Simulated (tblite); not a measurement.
## Run report: Ga2P2H7Br, geometry relaxation (part 1 of 2)

System: Ga2P2H7Br, SMILES [Br][GaH-]1[PH2+][GaH2-][PH2+]1.
Method: GFN2-xTB geometry optimisation, gas phase (tblite 0.8.0).

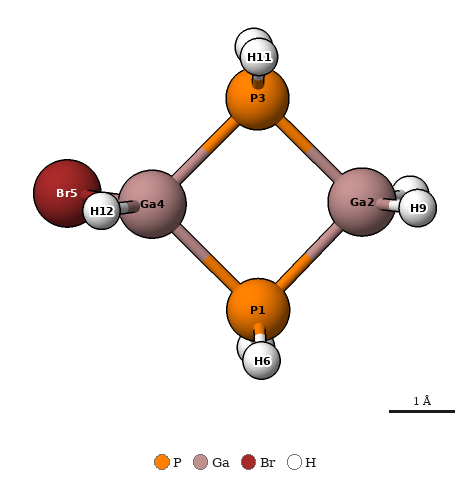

The structure as given in the input (ball-and-stick view, seen at a tilt; atoms are numbered from 1 in the order of the input). Sticks mark near contacts.

Summary:

| quantity | value |
| --- | --- |
| outcome | converged |
| total energy | −412.3089 eV |
| hardware | 1 CPU thread, shared host |
| wall time | 1.8 s |
| peak memory | 0.17 GiB |

The input:
```
{"job": {"kind": "relax", "xc": "GFN2-xTB", "basis": "xTB"}, "charge": 0, "multiplicity": 1}
P      0.681072    -1.739302    -1.784960
Ga    -0.795578    -0.474850    -3.046300
P     -0.677160     1.239550    -1.539304
Ga     0.799196     0.008877    -0.256274
Br    -0.173370    -0.594416     1.838686
H      1.860896    -1.910860    -2.428868
H      0.055485    -2.813404    -1.248968
H     -2.173250    -1.093095    -3.079180
H     -0.192982    -0.082823    -4.400549
H     -1.851413     1.428918    -0.894553
H     -0.063612     2.376062    -2.064777
H      2.180101     0.638192    -0.182376
```

The first line tells a small driver script what to run in tblite; the rest is the geometry in Å.

Launch command:
```bash
OMP_NUM_THREADS=1 python <driver script> task.json out
```

Log:
```
step      E/eV     max force
  0    -411.43322    2.160
  1    -411.59213    1.634
  2    -411.85894    1.193
  3    -411.93090    0.965
  4    -412.20568    0.716
  5    -412.23603    0.573
  6    -412.26834    0.291
  7    -412.27418    0.196
  8    -412.28139    0.200
  9    -412.28590    0.238
 10    -412.29096    0.228
 11    -412.29529    0.225
 12    -412.29859    0.212
 13    -412.30028    0.122
 14    -412.30157    0.109
 15    -412.30270    0.094
 16    -412.30361    0.101
 17    -412.30405    0.065
 18    -412.30422    0.042
 19    -412.30437    0.042
 20    -412.30463    0.070
 21    -412.30500    0.084
 22    -412.30539    0.072
 23    -412.30568    0.061
 24    -412.30590    0.068
 25    -412.30614    0.076
 26    -412.30638    0.063
 27    -412.30654    0.033
 28    -412.30661    0.024
 29    -412.30666    0.022
 30    -412.30673    0.028
 31    -412.30683    0.027
 32    -412.30696    0.037
 33    -412.30711    0.034
 34    -412.30724    0.033
 35    -412.30732    0.024
 36    -412.30735    0.015
 37    -412.30737    0.014
 38    -412.30739    0.017
 39    -412.30743    0.029
 40    -412.30749    0.033
 41    -412.30756    0.031
 42    -412.30763    0.033
 43    -412.30770    0.029
 44    -412.30779    0.040
 45    -412.30788    0.037
 46    -412.30794    0.020
 47    -412.30797    0.016
 48    -412.30799    0.018
 49    -412.30803    0.026
 50    -412.30808    0.028
 51    -412.30814    0.021
 52    -412.30817    0.012
 53    -412.30819    0.014
 54    -412.30821    0.017
 55    -412.30825    0.028
 56    -412.30830    0.037
 57    -412.30836    0.032
 58    -412.30840    0.018
 59    -412.30842    0.019
 60    -412.30846    0.024
 61    -412.30851    0.028
 62    -412.30858    0.031
 63    -412.30865    0.027
 64    -412.30871    0.026
 65    -412.30876    0.031
 66    -412.30881    0.033
 67    -412.30886    0.026
 68    -412.30889    0.012
 69    -412.30890    0.005
```

Trajectory as extended XYZ (Å, eV, eV/Å), 36 frames, from step=0 to step=69:
```
12
Properties=species:S:1:pos:R:3:forces:R:3 step=0 energy=-411.43322
P     0.6811   -1.7393   -1.7850   -0.1970   0.3160  -0.0980
Ga   -0.7956   -0.4748   -3.0463   -0.3800  -0.2800  -1.2610
P    -0.6772    1.2395   -1.5393    0.3220   0.7420  -0.3050
Ga    0.7992    0.0089   -0.2563   -0.0530  -0.2790   2.1410
Br   -0.1734   -0.5944    1.8387    0.4450   0.2680  -0.9250
H     1.8609   -1.9109   -2.4289    0.4220  -0.9130  -0.0450
H     0.0555   -2.8134   -1.2490    0.3960  -0.9690  -0.0660
H    -2.1732   -1.0931   -3.0792   -0.3660  -0.1840   0.1050
H    -0.1930   -0.0828   -4.4005    0.1550   0.0660  -0.0720
H    -1.8514    1.4289   -0.8946   -0.4770   0.8610   0.1160
H    -0.0636    2.3761   -2.0648   -0.6830   0.1910   0.3830
H     2.1801    0.6382   -0.1824    0.4170   0.1790   0.0270
12
Properties=species:S:1:pos:R:3:forces:R:3 step=2 energy=-411.85894
P     0.6694   -1.7238   -1.7904    0.1110  -0.2740   0.0540
Ga   -0.8247   -0.4916   -3.1302   -0.2820  -0.0140  -0.0670
P    -0.6669    1.2726   -1.5502   -0.3640  -0.6300   0.3470
Ga    0.7999   -0.0051   -0.1140    0.7570   0.4790  -0.7480
Br   -0.1448   -0.5775    1.7818   -0.4540  -0.2930   1.0640
H     1.8837   -1.9797   -2.4265   -0.2920  -0.5480   0.3130
H     0.0918   -2.8784   -1.2597    0.5910  -0.1430  -0.3710
H    -2.2030   -1.1077   -3.0715   -0.3410  -0.1530   0.0330
H    -0.1787   -0.0763   -4.4133    0.2780   0.1540  -0.5310
H    -1.8753    1.4949   -0.8938    0.2270   0.6300  -0.2990
H    -0.1108    2.4054   -2.0404   -0.2900   0.7980   0.0770
H     2.2088    0.6500   -0.1792    0.0580  -0.0060   0.1270
12
Properties=species:S:1:pos:R:3:forces:R:3 step=4 energy=-412.20568
P     0.6696   -1.7377   -1.7905    0.0990  -0.2610  -0.0200
Ga   -0.8833   -0.5108   -3.2224    0.1300   0.0840   0.2070
P    -0.6848    1.2557   -1.5339    0.0160   0.5890  -0.1820
Ga    0.8801    0.0304   -0.0544   -0.4060  -0.1560  -0.3100
Br   -0.1662   -0.5932    1.8446    0.0140  -0.0210   0.2200
H     1.8724   -2.1144   -2.3873   -0.2700  -0.1580   0.2120
H     0.1982   -2.9616   -1.3139    0.2980   0.1310  -0.2000
H    -2.2734   -1.1406   -3.0613   -0.0960  -0.0420  -0.1050
H    -0.1336   -0.0525   -4.4862   -0.0530  -0.0220  -0.1150
H    -1.8775    1.6363   -0.9251    0.2280   0.1690  -0.1600
H    -0.2033    2.5069   -1.9969   -0.3990  -0.4900   0.3370
H     2.2512    0.6644   -0.1601    0.4380   0.1780   0.1170
12
Properties=species:S:1:pos:R:3:forces:R:3 step=6 energy=-412.26834
P     0.6739   -1.7536   -1.7918   -0.0820   0.1150  -0.0400
Ga   -0.8921   -0.5109   -3.2349    0.1220   0.0720   0.1530
P    -0.6913    1.2770   -1.5378    0.0050  -0.0200  -0.1050
Ga    0.8805    0.0325   -0.0571   -0.2670  -0.1140  -0.0220
Br   -0.1706   -0.5984    1.8746    0.1820   0.0870  -0.1220
H     1.8562   -2.1612   -2.3653    0.0710  -0.1040   0.0200
H     0.2436   -2.9794   -1.3393    0.0480  -0.1240  -0.0010
H    -2.2970   -1.1514   -3.0651    0.0760   0.0420  -0.1260
H    -0.1252   -0.0478   -4.5124   -0.1560  -0.0830   0.0520
H    -1.8656    1.6854   -0.9426   -0.0110   0.1030  -0.0040
H    -0.2487    2.5134   -1.9682   -0.0730   0.0060   0.0790
H     2.2855    0.6773   -0.1475    0.0860   0.0200   0.1170
12
Properties=species:S:1:pos:R:3:forces:R:3 step=8 energy=-412.28139
P     0.6710   -1.7524   -1.7946    0.0060  -0.0590  -0.0270
Ga   -0.8853   -0.5060   -3.2255    0.0110   0.0210   0.0530
P    -0.6934    1.2804   -1.5444   -0.0770  -0.1280   0.0180
Ga    0.8638    0.0261   -0.0627    0.0660   0.0470  -0.0910
Br   -0.1603   -0.5941    1.8733    0.1050   0.0460  -0.0100
H     1.8562   -2.1730   -2.3599    0.0350  -0.0300   0.0250
H     0.2535   -2.9869   -1.3438    0.0120  -0.0480  -0.0050
H    -2.2947   -1.1499   -3.0743    0.1090   0.0590  -0.1020
H    -0.1346   -0.0527   -4.5128   -0.1240  -0.0650   0.0430
H    -1.8630    1.6979   -0.9462   -0.0310   0.0570   0.0000
H    -0.2595    2.5134   -1.9588    0.0350   0.1830  -0.0130
H     2.2956    0.6802   -0.1378   -0.1450  -0.0810   0.1100
12
Properties=species:S:1:pos:R:3:forces:R:3 step=10 energy=-412.29096
P     0.6694   -1.7555   -1.7986    0.0740  -0.1550   0.0030
Ga   -0.8768   -0.4999   -3.2103   -0.0650  -0.0390  -0.0660
P    -0.6991    1.2773   -1.5498   -0.0510   0.1210   0.0590
Ga    0.8522    0.0230   -0.0778    0.1810   0.0840  -0.0490
Br   -0.1436   -0.5870    1.8707    0.0600   0.0230   0.0390
H     1.8589   -2.1807   -2.3546    0.0150   0.0080   0.0160
H     0.2592   -2.9938   -1.3463   -0.0110  -0.0060  -0.0090
H    -2.2829   -1.1434   -3.0899    0.0540   0.0310  -0.0560
H    -0.1529   -0.0622   -4.5081   -0.0510  -0.0250  -0.0080
H    -1.8631    1.7077   -0.9481   -0.0420   0.0080   0.0000
H    -0.2639    2.5209   -1.9525    0.0270   0.0460  -0.0050
H     2.2922    0.6763   -0.1220   -0.1930  -0.0960   0.0750
12
Properties=species:S:1:pos:R:3:forces:R:3 step=12 energy=-412.29859
P     0.6721   -1.7667   -1.8018    0.0480  -0.0580   0.0240
Ga   -0.8755   -0.4981   -3.2056   -0.0150  -0.0350  -0.0550
P    -0.7068    1.2827   -1.5503    0.0260   0.2070   0.0360
Ga    0.8551    0.0260   -0.0888    0.0010  -0.0140   0.0060
Br   -0.1252   -0.5792    1.8709    0.0530   0.0220   0.0220
H     1.8635   -2.1912   -2.3488    0.0480   0.0110  -0.0160
H     0.2659   -3.0043   -1.3499   -0.0360  -0.0260   0.0130
H    -2.2724   -1.1372   -3.1062   -0.0620  -0.0250  -0.0150
H    -0.1700   -0.0710   -4.5071    0.0180   0.0140  -0.0700
H    -1.8673    1.7211   -0.9500   -0.0610  -0.0170   0.0180
H    -0.2686    2.5334   -1.9463    0.0130  -0.0610   0.0030
H     2.2785    0.6674   -0.1034   -0.0310  -0.0170   0.0350
12
Properties=species:S:1:pos:R:3:forces:R:3 step=14 energy=-412.30157
P     0.6757   -1.7742   -1.8016    0.0070   0.0110   0.0110
Ga   -0.8776   -0.5001   -3.2100    0.0280   0.0000   0.0100
P    -0.7088    1.2943   -1.5474    0.0100   0.0050   0.0200
Ga    0.8581    0.0269   -0.0894   -0.0960  -0.0500  -0.0170
Br   -0.1158   -0.5754    1.8728    0.0390   0.0140   0.0340
H     1.8682   -2.1972   -2.3471    0.0470   0.0100  -0.0170
H     0.2681   -3.0116   -1.3514   -0.0340  -0.0250   0.0180
H    -2.2742   -1.1374   -3.1124   -0.0770  -0.0320  -0.0080
H    -0.1736   -0.0726   -4.5125    0.0240   0.0160  -0.0700
H    -1.8728    1.7279   -0.9501   -0.0460  -0.0110   0.0200
H    -0.2706    2.5385   -1.9438    0.0390   0.0380  -0.0210
H     2.2727    0.6636   -0.0946    0.0560   0.0220   0.0210
12
Properties=species:S:1:pos:R:3:forces:R:3 step=16 energy=-412.30361
P     0.6792   -1.7796   -1.8008   -0.0090   0.0070  -0.0150
Ga   -0.8768   -0.5014   -3.2119    0.0090   0.0130   0.0130
P    -0.7100    1.3037   -1.5441   -0.0300  -0.0970  -0.0060
Ga    0.8533    0.0240   -0.0920   -0.0350  -0.0150  -0.0160
Br   -0.1059   -0.5715    1.8771    0.0180   0.0020   0.0530
H     1.8746   -2.2000   -2.3469    0.0110   0.0150   0.0060
H     0.2670   -3.0179   -1.3511   -0.0110   0.0080   0.0050
H    -2.2802   -1.1395   -3.1178   -0.0190  -0.0070  -0.0060
H    -0.1750   -0.0729   -4.5210    0.0070   0.0040  -0.0280
H    -1.8797    1.7314   -0.9488    0.0020  -0.0070   0.0010
H    -0.2689    2.5442   -1.9435    0.0360   0.0710  -0.0160
H     2.2719    0.6621   -0.0865    0.0200   0.0060   0.0080
12
Properties=species:S:1:pos:R:3:forces:R:3 step=18 energy=-412.30422
P     0.6799   -1.7811   -1.8014   -0.0100   0.0010  -0.0180
Ga   -0.8756   -0.5009   -3.2108   -0.0130   0.0040  -0.0210
P    -0.7114    1.3035   -1.5440   -0.0120  -0.0140  -0.0280
Ga    0.8495    0.0221   -0.0949    0.0060   0.0000   0.0170
Br   -0.1013   -0.5699    1.8809    0.0200   0.0040   0.0360
H     1.8772   -2.1993   -2.3465   -0.0010   0.0110   0.0140
H     0.2655   -3.0189   -1.3505   -0.0010   0.0150  -0.0010
H    -2.2821   -1.1400   -3.1204    0.0080   0.0040  -0.0030
H    -0.1760   -0.0732   -4.5245   -0.0010  -0.0010  -0.0040
H    -1.8817    1.7313   -0.9482    0.0140  -0.0070  -0.0060
H    -0.2664    2.5475   -1.9438    0.0050  -0.0090   0.0130
H     2.2720    0.6616   -0.0832   -0.0130  -0.0080   0.0000
12
Properties=species:S:1:pos:R:3:forces:R:3 step=20 energy=-412.30463
P     0.6790   -1.7812   -1.8036   -0.0090   0.0150  -0.0030
Ga   -0.8762   -0.5002   -3.2123   -0.0150  -0.0060  -0.0400
P    -0.7132    1.3011   -1.5470    0.0230   0.0510  -0.0190
Ga    0.8477    0.0210   -0.0946    0.0010  -0.0040   0.0270
Br   -0.0971   -0.5687    1.8868    0.0260   0.0090   0.0130
H     1.8783   -2.1976   -2.3449    0.0000   0.0050   0.0110
H     0.2646   -3.0177   -1.3503    0.0000   0.0060  -0.0050
H    -2.2824   -1.1399   -3.1218    0.0080   0.0030  -0.0030
H    -0.1765   -0.0734   -4.5266   -0.0030  -0.0020   0.0010
H    -1.8812    1.7303   -0.9485    0.0040  -0.0060  -0.0070
H    -0.2645    2.5484   -1.9428   -0.0160  -0.0640   0.0250
H     2.2710    0.6607   -0.0818   -0.0180  -0.0090  -0.0010
12
Properties=species:S:1:pos:R:3:forces:R:3 step=22 energy=-412.30539
P     0.6766   -1.7807   -1.8084   -0.0060   0.0330   0.0240
Ga   -0.8793   -0.4994   -3.2201   -0.0020  -0.0120  -0.0350
P    -0.7159    1.2992   -1.5536    0.0500   0.0420   0.0300
Ga    0.8441    0.0183   -0.0909   -0.0170  -0.0060   0.0050
Br   -0.0851   -0.5652    1.9013    0.0270   0.0130  -0.0130
H     1.8813   -2.1944   -2.3404   -0.0090  -0.0010   0.0110
H     0.2630   -3.0156   -1.3505    0.0030   0.0000  -0.0140
H    -2.2839   -1.1401   -3.1253    0.0000   0.0000  -0.0050
H    -0.1770   -0.0736   -4.5326   -0.0040  -0.0010  -0.0030
H    -1.8805    1.7288   -0.9497   -0.0070  -0.0020  -0.0140
H    -0.2615    2.5476   -1.9388   -0.0200  -0.0600   0.0180
H     2.2676    0.6580   -0.0783   -0.0160  -0.0060  -0.0030
12
Properties=species:S:1:pos:R:3:forces:R:3 step=24 energy=-412.30590
P     0.6749   -1.7789   -1.8101   -0.0030   0.0200   0.0250
Ga   -0.8816   -0.4996   -3.2275    0.0110  -0.0040   0.0020
P    -0.7153    1.2994   -1.5557    0.0180  -0.0410   0.0520
Ga    0.8410    0.0163   -0.0881   -0.0100   0.0010  -0.0160
Br   -0.0753   -0.5620    1.9104    0.0160   0.0080  -0.0080
H     1.8828   -2.1925   -2.3366   -0.0200   0.0030   0.0140
H     0.2621   -3.0144   -1.3516    0.0040   0.0060  -0.0180
H    -2.2852   -1.1404   -3.1281   -0.0050  -0.0010  -0.0070
H    -0.1774   -0.0737   -4.5374    0.0000   0.0020  -0.0160
H    -1.8806    1.7280   -0.9515   -0.0010  -0.0010  -0.0190
H    -0.2603    2.5450   -1.9354    0.0030   0.0100  -0.0030
H     2.2643    0.6557   -0.0759   -0.0110  -0.0040  -0.0050
12
Properties=species:S:1:pos:R:3:forces:R:3 step=26 energy=-412.30638
P     0.6730   -1.7753   -1.8092   -0.0030  -0.0070   0.0070
Ga   -0.8821   -0.5000   -3.2329    0.0140   0.0070   0.0310
P    -0.7127    1.2971   -1.5532   -0.0220  -0.0550   0.0210
Ga    0.8373    0.0146   -0.0875    0.0140   0.0070  -0.0010
Br   -0.0658   -0.5587    1.9168    0.0040   0.0010   0.0030
H     1.8821   -2.1897   -2.3323   -0.0150   0.0080   0.0130
H     0.2613   -3.0122   -1.3538   -0.0010   0.0050  -0.0140
H    -2.2860   -1.1403   -3.1311   -0.0050  -0.0010  -0.0090
H    -0.1783   -0.0739   -4.5420    0.0020   0.0030  -0.0220
H    -1.8807    1.7263   -0.9545    0.0010  -0.0020  -0.0140
H    -0.2589    2.5418   -1.9328    0.0160   0.0330  -0.0060
H     2.2601    0.6533   -0.0748   -0.0030   0.0000  -0.0100
12
Properties=species:S:1:pos:R:3:forces:R:3 step=28 energy=-412.30661
P     0.6716   -1.7733   -1.8085   -0.0050  -0.0080   0.0030
Ga   -0.8815   -0.4997   -3.2340    0.0090   0.0070   0.0160
P    -0.7120    1.2935   -1.5516   -0.0130   0.0040  -0.0070
Ga    0.8358    0.0139   -0.0875    0.0160   0.0040   0.0160
Br   -0.0604   -0.5568    1.9206    0.0010   0.0000   0.0020
H     1.8810   -2.1872   -2.3294   -0.0010   0.0060   0.0060
H     0.2604   -3.0104   -1.3556   -0.0070  -0.0090  -0.0070
H    -2.2862   -1.1402   -3.1333    0.0010   0.0010  -0.0090
H    -0.1788   -0.0740   -4.5452   -0.0020   0.0010  -0.0090
H    -1.8806    1.7246   -0.9568   -0.0110  -0.0010  -0.0050
H    -0.2573    2.5404   -1.9313    0.0050  -0.0080   0.0060
H     2.2576    0.6519   -0.0748    0.0070   0.0050  -0.0120
12
Properties=species:S:1:pos:R:3:forces:R:3 step=30 energy=-412.30673
P     0.6705   -1.7731   -1.8080   -0.0030   0.0010   0.0100
Ga   -0.8806   -0.4990   -3.2332    0.0010   0.0020  -0.0120
P    -0.7130    1.2920   -1.5515    0.0060   0.0270  -0.0030
Ga    0.8365    0.0140   -0.0861    0.0030  -0.0010   0.0080
Br   -0.0580   -0.5560    1.9226    0.0000  -0.0010   0.0050
H     1.8805   -2.1858   -2.3276    0.0060   0.0020   0.0010
H     0.2595   -3.0106   -1.3570   -0.0100  -0.0170  -0.0040
H    -2.2863   -1.1401   -3.1350    0.0100   0.0050  -0.0080
H    -0.1792   -0.0739   -4.5474   -0.0080  -0.0030   0.0080
H    -1.8815    1.7241   -0.9582   -0.0190   0.0010  -0.0020
H    -0.2562    2.5395   -1.9302   -0.0030  -0.0250   0.0090
H     2.2573    0.6518   -0.0759    0.0160   0.0090  -0.0120
12
Properties=species:S:1:pos:R:3:forces:R:3 step=32 energy=-412.30696
P     0.6683   -1.7730   -1.8057    0.0010   0.0010   0.0140
Ga   -0.8788   -0.4975   -3.2333   -0.0110  -0.0030  -0.0350
P    -0.7146    1.2907   -1.5504    0.0110   0.0080   0.0160
Ga    0.8382    0.0139   -0.0823   -0.0140  -0.0030  -0.0140
Br   -0.0524   -0.5543    1.9275   -0.0030  -0.0030   0.0150
H     1.8798   -2.1832   -2.3234    0.0080   0.0010  -0.0030
H     0.2571   -3.0126   -1.3607   -0.0100  -0.0150  -0.0020
H    -2.2860   -1.1395   -3.1396    0.0210   0.0100  -0.0050
H    -0.1806   -0.0741   -4.5519   -0.0100  -0.0060   0.0280
H    -1.8853    1.7236   -0.9618   -0.0150   0.0030  -0.0040
H    -0.2542    2.5365   -1.9270   -0.0010  -0.0050   0.0020
H     2.2579    0.6523   -0.0789    0.0230   0.0120  -0.0110
```
